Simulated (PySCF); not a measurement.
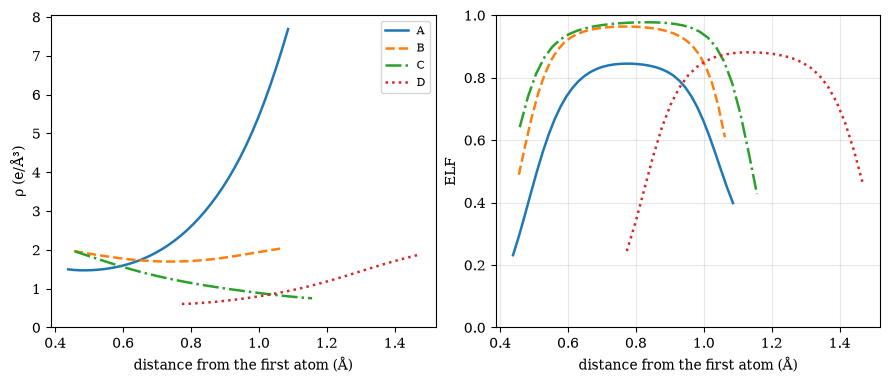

Figure. C$_{2}$H$_{10}$ClFSi$_{3}$. Total electron density and electron localisation function along straight lines between neighbouring atoms. The curves leave out the atomic cores.

Geometry: GFN2-xTB.

Method: PySCF 2.14.0, wB97X-D/def2-SVPD, SCF density, gas phase.

| atom | x (Å) | y (Å) | z (Å) |
| --- | --- | --- | --- |
| C | -2.2652 | -0.0469 | 1.1807 |
| C | -1.6980 | -0.0530 | -0.2262 |
| F | -1.1402 | 1.2062 | -0.4834 |
| Si | -0.3010 | -1.3479 | -0.5194 |
| Si | 1.5578 | -0.5391 | 0.6251 |
| Si | 2.4171 | 1.5729 | 0.1120 |
| Cl | 3.0341 | -1.9506 | 0.3482 |
| H | -1.4720 | 0.1038 | 1.9100 |
| H | -2.7498 | -0.9992 | 1.3763 |
| H | -2.9973 | 0.7507 | 1.2990 |
| H | -2.5104 | -0.1500 | -0.9531 |
| H | -0.9016 | -2.6358 | -0.1337 |
| H | -0.1183 | -1.4167 | -1.9764 |
| H | 1.2945 | -0.6511 | 2.0760 |
| H | 1.5120 | 2.3010 | -0.7725 |
| H | 3.7239 | 1.4916 | -0.5482 |
| H | 2.6073 | 2.3760 | 1.3252 |

**Which curve belongs to which contact (C–C, C–F, C–Si and Si–Cl)? The first atom named is at distance zero.**

Curve A: C–F (1.40 Å): ρ is about 1.9 e/Å³ halfway, with its minimum of 1.5 e/Å³ about 0.5 Å from C; the ELF peaks at about 0.85 between the atoms, as expected for a shared but strongly polarised pair. Curve B: C–C (1.52 Å): ρ at the midpoint is about 1.7 e/Å³; the ELF peaks at about 0.95 between the atoms; a shared electron pair. Curve C: C–Si (1.93 Å): the density is about 0.93 e/Å³ at the midpoint; the ELF peaks at about 1 between the atoms (localised, covalent bonding). Curve D: Si–Cl (2.06 Å): the density is about 0.85 e/Å³ at the midpoint; the ELF peaks at about 0.90 between the atoms; a polar covalent bond.
